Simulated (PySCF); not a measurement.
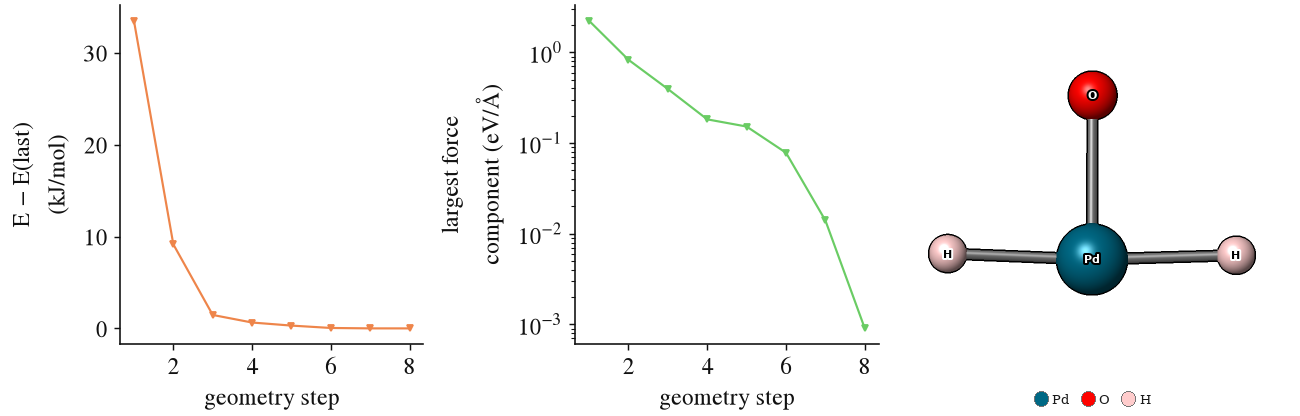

Beside the plot: the molecule at the start.

History of a geometry optimisation. The start has point group C2v, which is kept. A held symmetry can leave a saddle point.

The run: PdOH2 molecule, multiplicity 3, by PySCF, UKS-based PBE0, Pd def2-TZVP with ECP28, O def2-TZVP, H def2-TZVP; non-relativistic Hamiltonian with scalar-relativistic core potentials; density fitting.

Q: How did it end, and what did it gain?

A: The optimisation met its thresholds at geometry 8, counting the start as the first. The energy fell by about 33 kJ/mol from the first step to the last. The largest force component goes from about 2.2 eV/Å at the start to 9 × 10⁻⁴ eV/Å at the end.

Q: By which step was nine tenths of the energy gained?

A: By step 3 of 8.
